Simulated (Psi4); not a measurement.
# Run report: C2H3Sn, excited-state calculation (part 1 of 3)

- system: C2H3Sn, multiplicity 2
- method: CIS/def2-TZVP, UHF, core potentials def2 (Psi4 1.11)

The geometry comes from this level: PBE0-D4/def2-TZVP.

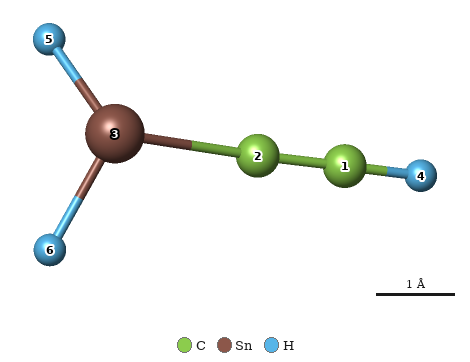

**Figure 1.** The input geometry (ball-and-stick view, seen at a tilt; atoms are numbered from 1 in the order of the input). Sticks mark near contacts. Bond lengths as drawn: C–C 1.21 Å, C–H 1.07 Å, C–Sn 2.08 Å and H–Sn 1.71 Å.

### Input file (c2h3sn.dat)
```
memory 1600 mb

molecule system {
  0 2
  C     -0.393100    -1.830000    -0.172100
  C     -0.048400    -0.680100    -0.027600
  Sn     0.721100     1.225200     0.300000
  H     -0.716000    -2.837100    -0.307900
  H      0.813900     2.019800    -1.216100
  H     -0.335600     2.038000     1.377700
  symmetry c1
}

set basis def2-TZVP
set reference uhf
set tdscf_states 3
set tdscf_tda true
set puream true
set e_convergence 1e-11

energy('td-hf')
print_variables()
```

Run on 1 thread of AMD EPYC (Zen 5), 16 GiB of memory available, shared host.

Run as:
```bash
psi4 -i c2h3sn.dat -o c2h3sn.out -n 1
```

### The program's output
```
Psi4 1.11 release

   => Loading Basis Set <=

    Name: DEF2-TZVP
    Role: ORBITAL
    Keyword: BASIS

    !!!  WARNING: ECP capability is in beta. Please check occupations closely.  !!!

         ---------------------------------------------------------
                                   SCF
                              UHF Reference
                        1 Threads,   1525 MiB Core
         ---------------------------------------------------------

  ==> Geometry <==

    Molecular point group: c1
    Full point group: C1

    Geometry (in Angstrom), charge = 0, multiplicity = 2:

       Center              X                  Y                   Z               Mass
    ------------   -----------------  -----------------  -----------------  -----------------
         C           -0.943881316024    -2.633217191733    -0.399608332318    12.000000000000
         C           -0.599181316024    -1.483317191733    -0.255108332318    12.000000000000
         SN           0.170318683976     0.421982808267     0.072491667682   119.902201630000
         H           -1.266781316024    -3.640317191733    -0.535408332318     1.007825032230
         H            0.263118683976     1.216582808267    -1.443608332318     1.007825032230
         H           -0.886381316024     1.234782808267     1.150191667682     1.007825032230

  Running in c1 symmetry.

  Rotational constants: A =      3.15800  B =      0.09841  C =      0.09685 [cm^-1]
  Rotational constants: A =  94674.41875  B =   2950.37138  C =   2903.34662 [MHz]
  Nuclear repulsion =   95.194076420151447

  Charge       = 0
  Multiplicity = 2
  Electrons    = 37
  Nalpha       = 19
  Nbeta        = 18

  ==> Algorithm <==

  SCF Algorithm Type is DF.
  DIIS enabled.
  MOM disabled.
  Fractional occupation disabled.
  Guess Type is SAD.
  Energy threshold   = 1.00e-11
  Density threshold  = 1.00e-06
  Integral threshold = 1.00e-12

  ==> Primary Basis <==

  Basis Set: DEF2-TZVP
    Blend: DEF2-TZVP
    Number of shells: 50
    Number of basis functions: 130
    Number of Cartesian functions: 149
    Spherical Harmonics?: true
    Max angular momentum: 3

  Core potential: DEF2-TZVP
    Number of shells: 4
    Number of ECP primitives: 18
    Number of ECP core electrons: 28
    Max angular momentum: 3

   => Loading Basis Set <=

    Name: (DEF2-TZVP AUX)
    Role: JKFIT
    Keyword: DF_BASIS_SCF

  ==> Integral Setup <==

  DFHelper Memory: AOs need 0.058 GiB; user supplied 1.118 GiB.
  SCF_SUBTYPE=INCORE selected. In-core MEM_DF algorithm will be used.
  Using in-core AOs.

  ==> MemDFJK: Density-Fitted J/K Matrices <==

    J tasked:                   Yes
    K tasked:                   Yes
    wK tasked:                   No
    Memory [MiB]:              1144
    Algorithm:                 Core
    Schwarz Cutoff:           1E-12
    Mask sparsity (%):       2.0237
    Fitting Condition:        1E-10

   => Auxiliary Basis Set <=

  Basis Set: (DEF2-TZVP AUX)
    Blend: DEF2-UNIVERSAL-JKFIT
    Number of shells: 114
    Number of basis functions: 422
    Number of Cartesian functions: 547
    Spherical Harmonics?: true
    Max angular momentum: 5

  Minimum eigenvalue in the overlap matrix is 2.5774017411E-05.
  Reciprocal condition number of the overlap matrix is 4.2881857339E-06.
    Using symmetric orthogonalization.

  ==> Pre-Iterations <==

  SCF Guess: Superposition of Atomic Densities via on-the-fly atomic UHF (no occupation information).

 WARNING: Atomic UHF is not converging! Try casting from a smaller basis or call Rob at CCMST.
   -------------------------
    Irrep   Nso     Nmo
   -------------------------
     A        130     130
   -------------------------
    Total     130     130
   -------------------------

  ==> Iterations <==

                           Total Energy        Delta E     RMS |[F,P]|

   @DF-UHF iter SAD:  -288.53019551248002   -2.88530e+02   0.00000e+00
   @DF-UHF iter   1:  -290.60023778332015   -2.07004e+00   4.23678e-03 DIIS/ADIIS
   @DF-UHF iter   2:  -290.70350413607866   -1.03266e-01   2.64532e-03 DIIS/ADIIS
   @DF-UHF iter   3:  -290.75631197426509   -5.28078e-02   5.00757e-04 DIIS/ADIIS
   @DF-UHF iter   4:  -290.75900560107402   -2.69363e-03   1.65987e-04 DIIS/ADIIS
   @DF-UHF iter   5:  -290.75960420241404   -5.98601e-04   4.57810e-05 DIIS
   @DF-UHF iter   6:  -290.75968821702543   -8.40146e-05   2.31729e-05 DIIS
   @DF-UHF iter   7:  -290.75971531646559   -2.70994e-05   1.87532e-05 DIIS
   @DF-UHF iter   8:  -290.75974001318838   -2.46967e-05   1.66796e-05 DIIS
   @DF-UHF iter   9:  -290.75977862193389   -3.86087e-05   1.45258e-05 DIIS
   @DF-UHF iter  10:  -290.75982913502423   -5.05131e-05   1.16922e-05 DIIS
   @DF-UHF iter  11:  -290.75987221447235   -4.30794e-05   8.33189e-06 DIIS
   @DF-UHF iter  12:  -290.75989251592370   -2.03015e-05   5.67767e-06 DIIS
   @DF-UHF iter  13:  -290.75989915798039   -6.64206e-06   3.87815e-06 DIIS
   @DF-UHF iter  14:  -290.75990287436599   -3.71639e-06   1.92580e-06 DIIS
   @DF-UHF iter  15:  -290.75990346062542   -5.86259e-07   9.73945e-07 DIIS
   @DF-UHF iter  16:  -290.75990354576760   -8.51422e-08   4.88188e-07 DIIS
   @DF-UHF iter  17:  -290.75990356635970   -2.05921e-08   2.06308e-07 DIIS
   @DF-UHF iter  18:  -290.75990356872120   -2.36150e-09   9.87911e-08 DIIS
   @DF-UHF iter  19:  -290.75990356917475   -4.53554e-10   3.71423e-08 DIIS
   @DF-UHF iter  20:  -290.75990356924581   -7.10543e-11   1.81205e-08 DIIS
   @DF-UHF iter  21:  -290.75990356926263   -1.68257e-11   7.71732e-09 DIIS
   @DF-UHF iter  22:  -290.75990356926746   -4.83169e-12   2.76782e-09 DIIS
  Energy and wave function converged.

  ==> Post-Iterations <==

   @Spin Contamination Metric:   3.707713329E-02
   @S^2 Expected:                7.500000000E-01
   @S^2 Observed:                7.870771333E-01
   @S   Expected:                5.000000000E-01
   @S   Observed:                5.000000000E-01

    Orbital Energies [Eh]
    ---------------------

    Alpha Occupied:

       1A    -11.237429     2A    -11.220079     3A     -5.874586
       4A     -4.066989     5A     -4.061172     6A     -4.059744
       7A     -1.334281     8A     -1.331182     9A     -1.330690
      10A     -1.325836    11A     -1.325315    12A     -1.018932
      13A     -0.744745    14A     -0.684054    15A     -0.505747
      16A     -0.469007    17A     -0.416148    18A     -0.398180
      19A     -0.321136

    Alpha Virtual:

      20A      0.087808    21A      0.105966    22A      0.123215
      23A      0.147714    24A      0.149274    25A      0.163826
      26A      0.188297    27A      0.213475    28A      0.231351
      29A      0.234193    30A      0.299222    31A      0.310924
      32A      0.311015    33A      0.349534    34A      0.408792
      35A      0.427269    36A      0.433096    37A      0.456287
      38A      0.493883    39A      0.515582    40A      0.528303
      41A      0.535351    42A      0.564048    43A      0.566055
      44A      0.703712    45A      0.764984    46A      0.774540
      47A      0.789969    48A      0.863665    49A      0.863748
      50A      0.875896    51A      0.893855    52A      0.902413
      53A      0.906799    54A      0.964362    55A      1.045735
      56A      1.097167    57A      1.117882    58A      1.176313
      59A      1.182089    60A      1.215315    61A      1.219445
      62A      1.224655    63A      1.259587    64A      1.268724
      65A      1.269973    66A      1.352262    67A      1.392543
      68A      1.539161    69A      1.582318    70A      1.710229
      71A      1.719714    72A      1.791752    73A      1.802454
      74A      1.895508    75A      1.913666    76A      1.923335
      77A      1.930713    78A      1.981889    79A      1.990553
      80A      2.002502    81A      2.217312    82A      2.365297
      83A      2.392956    84A      2.461037    85A      2.541441
      86A      2.555967    87A      2.576175    88A      2.597546
      89A      2.614919    90A      2.644165    91A      2.678728
      92A      2.739231    93A      2.742152    94A      2.829647
      95A      2.833164    96A      2.851598    97A      2.868852
      98A      2.926909    99A      2.982122   100A      3.071316
     101A      3.088696   102A      3.138178   103A      3.141654
     104A      3.218023   105A      3.245527   106A      3.249863
     107A      3.337805   108A      3.338946   109A      3.443097
     110A      3.453245   111A      3.466126   112A      3.470486
     113A      3.737479   114A      3.944303   115A      3.947976
     116A      4.050195   117A      4.093179   118A      4.114508
     119A      4.569049   120A      4.997518   121A      5.000785
     122A      5.203604   123A      5.675285   124A     23.181536
     125A     23.825570   126A     37.129190   127A     37.458132
     128A     37.532656   129A     37.984977   130A    114.147691

    Beta Occupied:

       1A    -11.230706     2A    -11.225130     3A     -5.869982
       4A     -4.061138     5A     -4.060176     6A     -4.057738
       7A     -1.331558     8A     -1.328406     9A     -1.324596
      10A     -1.322604    11A     -1.322298    12A     -1.013055
      13A     -0.735303    14A     -0.654838    15A     -0.498060
      16A     -0.454370    17A     -0.401081    18A     -0.393153

    Beta Virtual:

      19A      0.008576    20A      0.097633    21A      0.121348
      22A      0.144325    23A      0.151888    24A      0.158272
      25A      0.167507    26A      0.203334    27A      0.238023
      28A      0.243286    29A      0.257630    30A      0.303457
      31A      0.318557    32A      0.327960    33A      0.377548
      34A      0.418412    35A      0.443254    36A      0.447962
      37A      0.469903    38A      0.497681    39A      0.520231
      40A      0.528879    41A      0.530880    42A      0.575632
      43A      0.577738    44A      0.707704    45A      0.770610
      46A      0.778693    47A      0.793659    48A      0.881227
      49A      0.885985    50A      0.892250    51A      0.911670
      52A      0.914256    53A      0.926687    54A      0.980496
      55A      1.056852    56A      1.105282    57A      1.131195
      58A      1.179042    59A      1.185665    60A      1.219188
      61A      1.230461    62A      1.239878    63A      1.268084
      64A      1.280088    65A      1.287959    66A      1.369061
      67A      1.413626    68A      1.548302    69A      1.586809
      70A      1.722145    71A      1.724461    72A      1.797012
      73A      1.804394    74A      1.896358    75A      1.915354
      76A      1.919293    77A      1.931390    78A      1.987545
      79A      1.999423    80A      2.009358    81A      2.219768
      82A      2.368728    83A      2.396528    84A      2.465176
      85A      2.546639    86A      2.557661    87A      2.578198
      88A      2.601467    89A      2.619844    90A      2.649254
      91A      2.682144    92A      2.742677    93A      2.747154
      94A      2.831275    95A      2.835201    96A      2.855039
      97A      2.872516    98A      2.928763    99A      2.982798
     100A      3.075784   101A      3.093865   102A      3.143939
     103A      3.144839   104A      3.219733   105A      3.246115
     106A      3.250337   107A      3.343335   108A      3.345081
     109A      3.440359   110A      3.450026   111A      3.465004
     112A      3.469529   113A      3.735983   114A      3.945140
     115A      3.948724   116A      4.057020   117A      4.093876
     118A      4.118866   119A      4.570905   120A      4.998946
     121A      5.001334   122A      5.203530   123A      5.677386
     124A     23.183365   125A     23.825105   126A     37.130311
     127A     37.462693   128A     37.533082   129A     37.986347
     130A    114.147856

    Final Occupation by Irrep:
              A
    DOCC [    18 ]
    SOCC [     1 ]
    NA   [    19 ]
    NB   [    18 ]

  @DF-UHF Final Energy:  -290.75990356926746

   => Energetics <=

    Nuclear Repulsion Energy =             95.1940764201514469
    One-Electron Energy =                -668.8985167863531842
    Two-Electron Energy =                 282.9445367969343010
    Total Energy =                       -290.7599035692674647

  UHF NO Occupations:
  HONO-2 :   17  A 1.9961451
  HONO-1 :   18  A 1.9875046
  HONO-0 :   19  A 1.0000000
  LUNO+0 :   20  A 0.0124954
  LUNO+1 :   21  A 0.0038549
  LUNO+2 :   22  A 0.0010486
  LUNO+3 :   23  A 0.0005081

Computation Completed

Properties will be evaluated at   0.000000,   0.000000,   0.000000 [a0]

Properties computed using the SCF density matrix

 Multipole Moments:

 ------------------------------------------------------------------------------------
     Multipole            Electronic (a.u.)      Nuclear  (a.u.)        Total (a.u.)
 ------------------------------------------------------------------------------------

 L = 1.  Multiply by 2.5417464519 to convert [e a0] to [Debye]
 Dipole X            :         14.1623495          -13.9866354            0.1757141
 Dipole Y            :         31.3818066          -31.3780257            0.0037810
 Dipole Z            :          6.0537986           -5.9758966            0.0779020
 Magnitude           :                                                    0.1922458

 ------------------------------------------------------------------------------------

	total time  =          2 seconds =       0.03 minutes

******************************************************************************************
**********                               WARNING                                **********
**********       The names of excited state variables changed between 1.5       **********
**********     and 1.6. For a quick solution, remove the symmetry specifier     **********
**********   from the variable name. For full details, see 'Notes on Psivars'   **********
**********                        in the documentation.                         **********
******************************************************************************************

         ---------------------------------------------------------
                         TDSCF excitation energies
         ---------------------------------------------------------

  ==> Options <==

     Residual threshold  : 1.0000e-04
     Initial guess       : denominators
     Reference           : UHF
     Solver type         : TDA (Davidson)

  ==> Requested Excitations <==

      3 singlet states with A symmetry

  ==> Seeking the lowest 3 singlet states with A symmetry

                         Generalized Davidson Solver

  ==> Options <==

    Max number of iterations        = 60
    Eigenvector tolerance           = 1.0000e-04
    Max number of expansion vectors = 600

  => Iterations <=
                           Max[D[value]]     Max[|R|]   # vectors
  DavidsonSolver iter   1:   2.30826e-01  8.47396e-02     12
  DavidsonSolver iter   2:   2.41343e-02  5.29455e-02     15
  DavidsonSolver iter   3:   6.09689e-03  3.37171e-02     18
  DavidsonSolver iter   4:   3.53307e-03  4.46147e-02     21
  DavidsonSolver iter   5:   1.63287e-02  7.64330e-02     24
  DavidsonSolver iter   6:   6.80648e-03  3.45406e-02     27
  DavidsonSolver iter   7:   2.13542e-03  2.43210e-02     30
  DavidsonSolver iter   8:   1.98828e-03  3.14017e-02     33
  DavidsonSolver iter   9:   4.74828e-03  5.26019e-02     36
  DavidsonSolver iter  10:   3.20447e-03  2.22360e-02     39
  DavidsonSolver iter  11:   7.35951e-04  1.19635e-02     42
  DavidsonSolver iter  12:   2.81688e-04  7.87518e-03     45
  DavidsonSolver iter  13:   8.48792e-05  4.23890e-03     48
  DavidsonSolver iter  14:   1.35085e-05  1.51645e-03     50
  DavidsonSolver iter  15:   2.26924e-06  7.41617e-04     52
  DavidsonSolver iter  16:   4.52405e-07  3.98352e-04     53
  DavidsonSolver iter  17:   9.64476e-08  1.65954e-04     54
  DavidsonSolver iter  18:   1.54528e-08  6.26129e-05     55      Converged

******************************************************************************************
**********                               WARNING                                **********
**********  Length-gauge rotatory strengths are **NOT** gauge-origin invariant  **********
******************************************************************************************

                                    Excitation Energy         Total Energy        Oscillator Strength             Rotatory Strength
     #   Sym: GS->ES (Trans)        au              eV              au          au (length)    au (velocity)    au (length)    au (velocity)
    ---- -------------------- --------------- --------------- --------------- --------------- --------------- --------------- ---------------
     1        A->A (1 A)       0.16116         4.38546        -290.59874       0.0009          0.0009         -0.0000         -0.0000
     2        A->A (1 A)       0.17726         4.82360        -290.58264       0.0022          0.0023          0.0000          0.0000
     3        A->A (1 A)       0.18784         5.11126        -290.57207       0.0010          0.0002         -0.0000         -0.0000

Contributing excitations
Only contributions with abs(coeff) > 1.00e-01 will be printed:

Excited State    1 (1 A):   0.16116 au   282.72 nm f = 0.0009
Alpha orbitals:
  Sums of squares: Xssq =  4.492186e-01
     17a (a) ->  22a (a)    0.123743 ( 1.531%)
     17a (a) ->  23a (a)   -0.282872 ( 8.002%)
     17a (a) ->  26a (a)   -0.133270 ( 1.776%)
     17a (a) ->  29a (a)    0.124269 ( 1.544%)
     18a (a) ->  21a (a)   -0.230372 ( 5.307%)
     18a (a) ->  24a (a)    0.325737 (10.610%)
     18a (a) ->  27a (a)    0.195030 ( 3.804%)
     18a (a) ->  36a (a)   -0.117513 ( 1.381%)
     18a (a) ->  41a (a)    0.101679 ( 1.034%)
     19a (a) ->  22a (a)   -0.108066 ( 1.168%)
     19a (a) ->  23a (a)    0.151072 ( 2.282%)
Beta orbitals:
  Sums of squares: Xssq =  5.507814e-01
     16a (b) ->  23a (b)   -0.105803 ( 1.119%)
     17a (b) ->  19a (b)    0.383311 (14.693%)
     17a (b) ->  24a (b)    0.387085 (14.984%)
     17a (b) ->  26a (b)    0.128216 ( 1.644%)
     18a (b) ->  21a (b)    0.150129 ( 2.254%)
     18a (b) ->  23a (b)   -0.324974 (10.561%)
     18a (b) ->  27a (b)    0.124576 ( 1.552%)
```
